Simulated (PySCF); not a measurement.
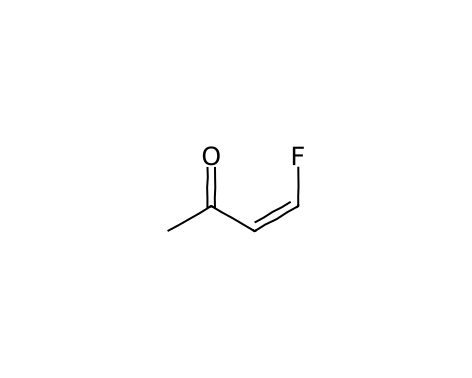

Skeletal drawing of a molecule.

Give its SMILES.

Answer. CC(=O)/C=C\F

What is the molecular formula?

Answer. C4H5FO.

An optimisation with GFN2-xTB gave a structure of which point group?

Answer. Cs. Other conformers may differ.

More results for the same structure follow; atom numbers are the same in all pictures, views and colours differ. The computed structure is the end point of a GFN2-xTB optimisation. No frequency run is at hand to confirm it as a minimum.

**Shape**

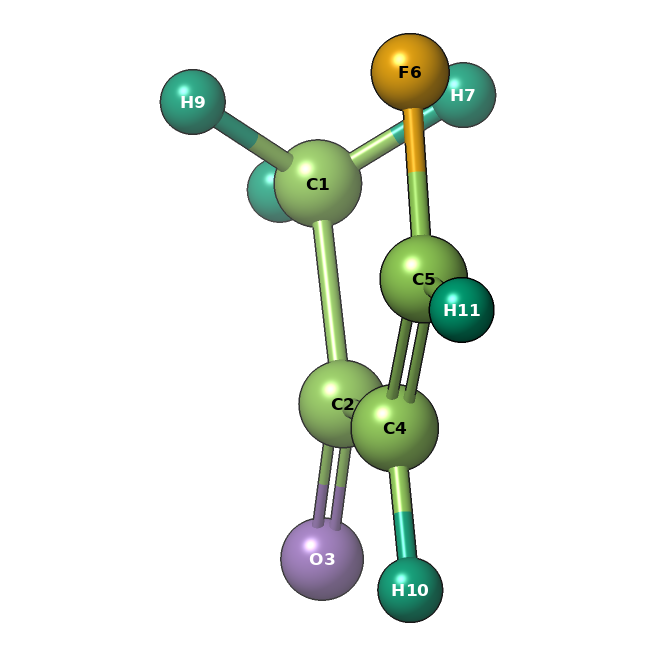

C2 lies behind C4. The molecule seen a little off the C4–C2 bond, C4 in front. Atoms fade into the background with distance from the viewer. No frequency run is at hand to confirm it as a minimum.

What is the torsion angle C5–C4–C2–O3? The sign is positive where the front bond must turn clockwise to cover the back bond.

Answer. 180°, antiperiplanar (anti).

**Dipole moment**

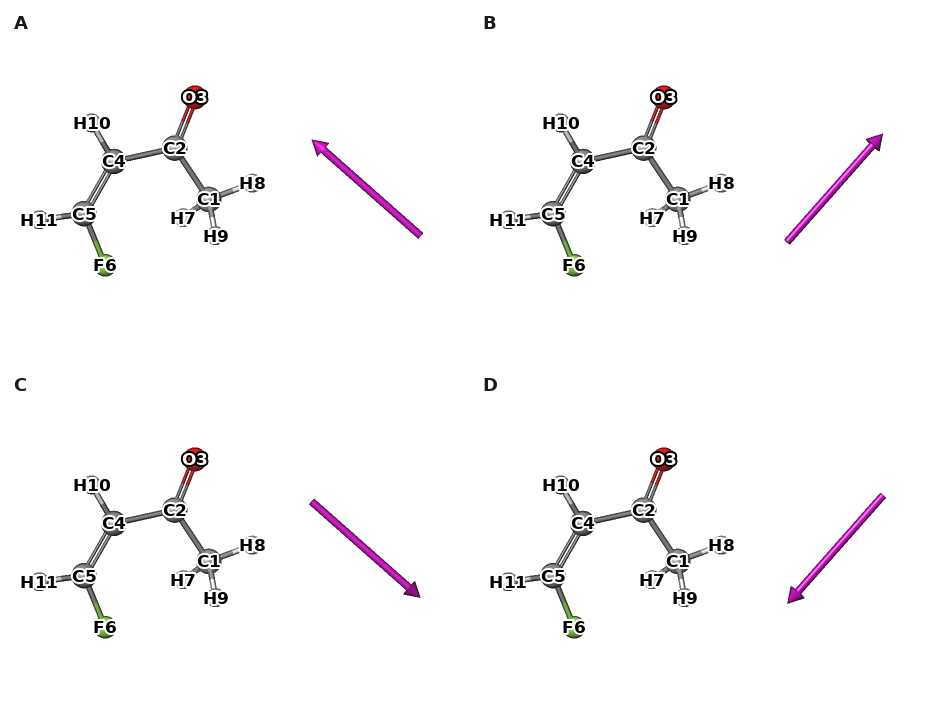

The same molecule four times, each with an arrow. No frequency run is at hand to confirm it as a minimum. Properties computed with PBE0/def2-SVPD, gas phase (PySCF 2.14.0).

Which arrow points along the dipole moment, from the negative to the positive end?

Answer. D. The dipole moment is 2.88 D; it points from the side of O3 to the side of H11 (the outermost atoms at the two ends).

**NMR shielding**

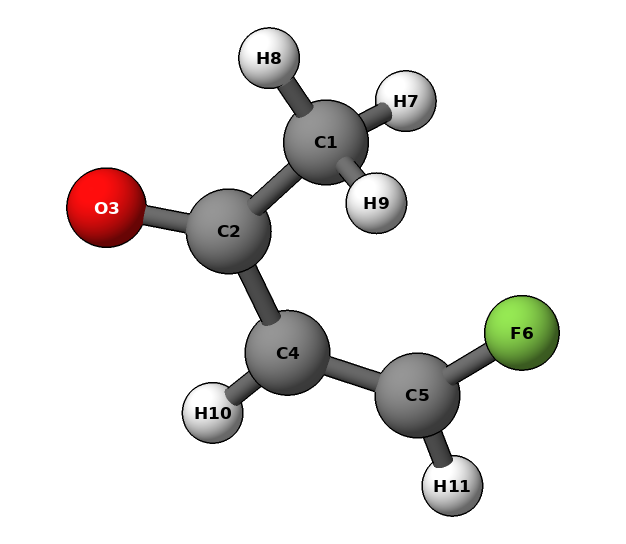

No frequency run is at hand to confirm it as a minimum. Level of theory: GIAO PBE0/pcSseg-1 NMR shielding, non-relativistic, gas phase (PySCF 2.14.0). Principal shieldings σ11 ≤ σ22 ≤ σ33, span Ω = σ33 − σ11, skew κ = 3(σiso − σ22)/Ω.

Give the shielding tensors of the F atoms.

| atom | σ11 | σ22 | σ33 | σiso | Ω | κ |
| --- | --- | --- | --- | --- | --- | --- |
| F6 | 153.3 | 206.5 | 437.1 | 265.6 | 283.9 | 0.63 |

Shieldings and span in ppm.

**Charges**

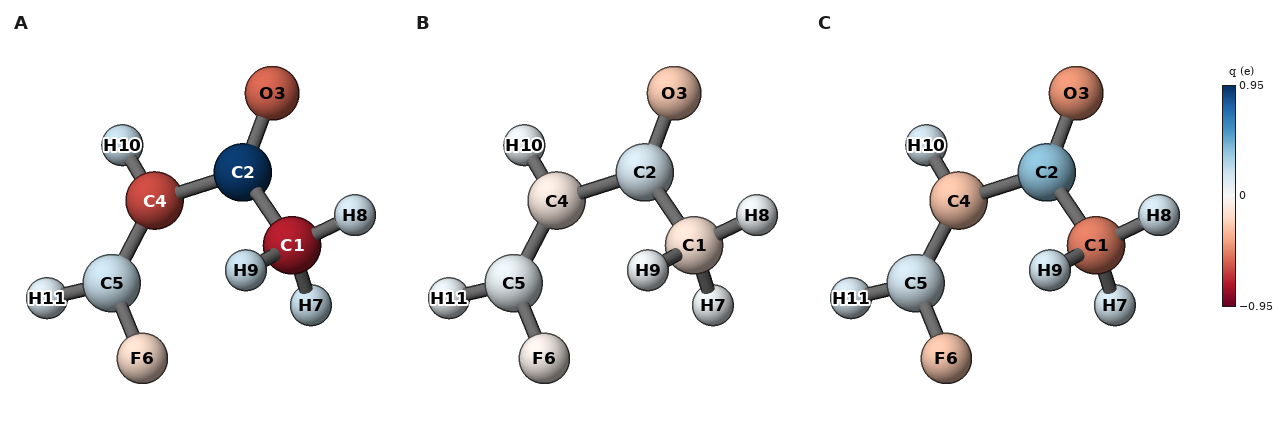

Atomic charges of one calculation by 3 schemes, on one colour scale. No frequency run is at hand to confirm it as a minimum. Level of theory: PBE0/pcSseg-1 (PySCF 2.14.0).

The schemes are ESP-fitted, Hirshfeld, IAO. Which panel shows which?

Answer. A ESP-fitted, B Hirshfeld, C IAO.

List the charges (e), one line for each set of equivalent atoms.

```csv
atom,ESP-fitted,Hirshfeld,IAO
C1,−0.74,−0.13,−0.48
C2,0.90,0.16,0.38
O3,−0.54,−0.24,−0.41
C4,−0.62,−0.08,−0.26
C5,0.21,0.07,0.17
F6,−0.16,−0.05,−0.25
"H7, H9",0.21,0.05,0.17
H8,0.18,0.05,0.17
H10,0.22,0.06,0.18
H11,0.13,0.07,0.17
```
